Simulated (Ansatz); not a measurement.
# Tunnelling from Li(100) to Li(100): the current at the widest gap

Three vacuum gaps between Li(100) and Li(100) are known. What current density flows at 0.25 V across 6.5 Å?

**Method.** Ansatz 0.2.0, plane waves with PAW datasets, r2SCAN; a slab with two metal leads whose outer parts are reservoirs, with density and current solved under bias (Landauer, 300 K). The gap is counted from plane to plane of nuclei, and atoms stay on ideal sites.

The runs, with one result withheld:

| gap (Å) | drop between the leads' cuts at 0.25 V (V) | current density at 0.25 V (A/m²) |
| --- | --- | --- |
| 3.5 | 0.150 | 1.08×10¹⁴ |
| 4.5 | 0.202 | 5.77×10¹³ |
| 5.5 | 0.233 | 2.29×10¹³ |
| 6.5 | 0.245 | ? |

**Estimate by hand.**

Tunnelling falls as exp(−βd). From 3.5 to 4.5 Å, β = ln(1.08×10¹⁴/5.77×10¹³)/1 = 0.629 Å⁻¹, and from 4.5 to 5.5 Å it is 0.925 Å⁻¹; the slope still steepens as the gap leaves contact, so the wider pair is taken. Then 2.29×10¹³ × exp(−0.925 × 1). Predicted: 9.07×10¹² A/m².

What the run gave:

6.93×10¹² A/m², so the prediction is 31 % too high. The last step has β = 1.19 Å⁻¹, an apparent barrier ħ²β²/8m of 1.4 eV: the decay of this current is still steepening. The conductances at 0 V give β = 0.929 and 1.20 Å⁻¹ for the last two steps.

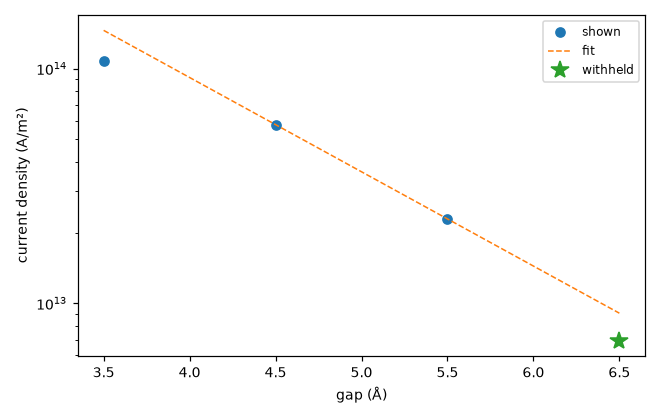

Current density against the gap.

Caveats: On every other k-point the currents of these runs, at any bias, move by up to 1.0 %. A semilocal functional lacks the image potential's tail.
